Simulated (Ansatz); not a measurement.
# [CSO3F3]− (trifluoromethanesulfonate): CAM-B3LYP/def2-SVP

What is the vertical ionisation energy of [CSO3F3]− (trifluoromethanesulfonate) at CAM-B3LYP/def2-SVP? 

The calculation is run with Ansatz 0.2.0.

2 further runs of the same task are left out: 2 set aside as unsound or not needed.

## (1) Starting point

[CSO3F3]− has 8 atoms, charge -1, and is taken as a singlet. SMILES: `[O-]S(=O)(=O)C(F)(F)F`. The shape is that of a PBE0-D4/def2-TZVPD optimisation.

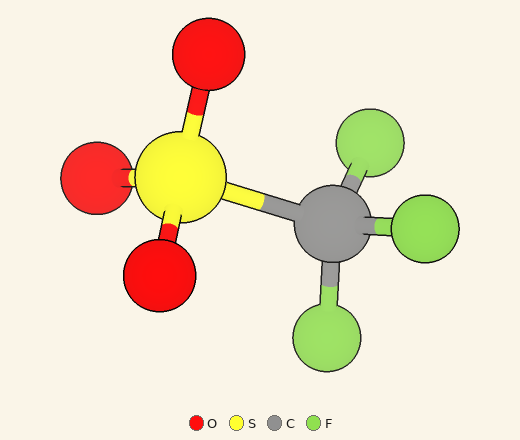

Viewed from a chosen angle; oxygen red, sulfur yellow, carbon grey, fluorine green.

## (2) The energy at CAM-B3LYP/def2-SVP

The input, in.yaml:

```yaml
crystal:
  periodic: [false, false, false]
  atoms:
    - symbol: O
      position_ang: [-0.452120, -1.793850, 0.534600]
    - symbol: S
      position_ang: [0.514500, -0.855220, 0.007850]
    - symbol: O
      position_ang: [1.622110, -0.542800, 0.884460]
    - symbol: O
      position_ang: [0.853150, -1.026290, -1.388190]
    - symbol: C
      position_ang: [-0.440870, 0.732840, -0.006730]
    - symbol: F
      position_ang: [-0.854330, 1.079580, 1.221330]
    - symbol: F
      position_ang: [0.292430, 1.753940, -0.474640]
    - symbol: F
      position_ang: [-1.534870, 0.651830, -0.778680]
basis:
  gaussian:
    orbitals: def2-SVP
total_charge: -1
hamiltonian:
  xc: {name: CAM-B3LYP}
accuracy: high
output: {orbitals: {seedname: orbitals}}
```

On the command line:

```
$ ansatz run in.yaml --threads 1 --pin off --max-ram 3480MiB --events-out events.jsonl --progress --plain --runs-dir runs
```

Standard output:

```text
Warning: RAYON_NUM_THREADS=1 ignored (pool sized by the plan → 1); use --threads N
Functional definition: CAM-B3LYP
  name "CAM-B3LYP"
  parameter alpha = 0.19
  parameter beta = 0.46
  parameter omega = 0.33/bohr
  parameter ac = 0.81
  exchange = (1 - alpha - beta)*b88_x + beta*b88_x_sr(omega) + alpha*exact_x + beta*exact_x_lr(omega)
  correlation = (1 - ac)*vwn5_c + ac*lyp_c
2515 factors; integrals over basis functions are off by at most 3.9e-9 eV
382 factors; integrals over basis functions are off by at most 1.8e-9 eV
mean field evaluation 1: about -26131.9440 eV, gradient 8.4e1 eV
mean field evaluation 2: about -26118.0310 eV, gradient 1.3e2 eV
mean field evaluation 4: about -26144.3045 eV, gradient 1.6e0 eV
mean field evaluation 8: about -26144.6894 eV, gradient 2.4e-1 eV
mean field evaluation 16: about -26144.6896 eV, gradient 1.1e-4 eV
mean field -26144.68956058 eV, -960.7996198444 hartree, gradient 7.7e-8 eV, S^2 0.000000; 0 other end points of the search recorded, 0 dependent functions left out
reference -26144.68957336 eV, -960.7996203139 hartree; 37, 37 occupied and 79, 79 virtual orbitals, 2515 factors
Total energy: -26144.68957336 eV, -960.7996203139 hartree
```

Run time: 12 s. Hardware: 1 thread of Arm Neoverse V2, shared host; peak memory 0.56 GiB.

## (3) Doublet neutral CSO3F3 at the same level

The input, run.yaml:

```yaml
crystal:
  periodic: [false, false, false]
  atoms:
    - {symbol: O, position_ang: [-0.452120, -1.793850, 0.534600]}
    - {symbol: S, position_ang: [0.514500, -0.855220, 0.007850]}
    - {symbol: O, position_ang: [1.622110, -0.542800, 0.884460]}
    - {symbol: O, position_ang: [0.853150, -1.026290, -1.388190]}
    - {symbol: C, position_ang: [-0.440870, 0.732840, -0.006730]}
    - {symbol: F, position_ang: [-0.854330, 1.079580, 1.221330]}
    - {symbol: F, position_ang: [0.292430, 1.753940, -0.474640]}
    - {symbol: F, position_ang: [-1.534870, 0.651830, -0.778680]}
basis:
  gaussian:
    orbitals: def2-SVP
accuracy: high
output:
  orbitals: {seedname: orbitals}
magnetization:
  spin_polarized: true
  initial_magnetization: 1
hamiltonian:
  xc: {name: CAM-B3LYP}
```

On the command line:

```
$ ansatz run run.yaml --threads 1 --pin off --max-ram 3480MiB --events-out events.jsonl --progress --plain --runs-dir runs
```

Standard output, cut to the lines that bear on the results:

```text
Warning: RAYON_NUM_THREADS=1 ignored (pool sized by the plan → 1); use --threads N
Functional definition: CAM-B3LYP
  name "CAM-B3LYP"
[...]
2512 factors; integrals over basis functions are off by at most 3.8e-9 eV
382 factors; integrals over basis functions are off by at most 1.8e-9 eV
[...]
mean field -26139.67935353 eV, -960.6154981310 hartree, gradient 2.3e-8 eV, S^2 0.766044; 4 other end points of the search recorded, 0 dependent functions left out
reference -26139.67936618 eV, -960.6154985960 hartree; 37, 36 occupied and 79, 80 virtual orbitals, 2512 factors
Total energy: -26139.67936618 eV, -960.6154985960 hartree
```

It took 29 s on 1 thread of Arm Neoverse V2, shared host; peak memory 0.82 GiB.

## (4) What came out

Level: CAM-B3LYP/def2-SVP.

```
                                                                quantity          value
                                         singlet [CSO3F3]−: total energy  -960.79962 Eh
                                          singlet [CSO3F3]−: HOMO energy       -3.67 eV
                                          singlet [CSO3F3]−: LUMO energy        9.40 eV
singlet [CSO3F3]−: HOMO–LUMO gap (to an unbound level, set by the basis)       13.06 eV
                                    doublet neutral CSO3F3: total energy  -960.61550 Eh
              doublet neutral CSO3F3: HOMO energy (highest over α and β)      -11.77 eV
               doublet neutral CSO3F3: LUMO energy (lowest over α and β)       -6.34 eV
                                            doublet neutral CSO3F3: ⟨S²⟩          0.766
                     vertical detachment energy (to the doublet neutral)       5.010 eV
```

What this shows: Removing an electron at fixed nuclei costs 5.01 eV (483 kJ/mol). −ε(HOMO) before ionisation, 3.67 eV, is 1.34 eV below this ionisation energy.
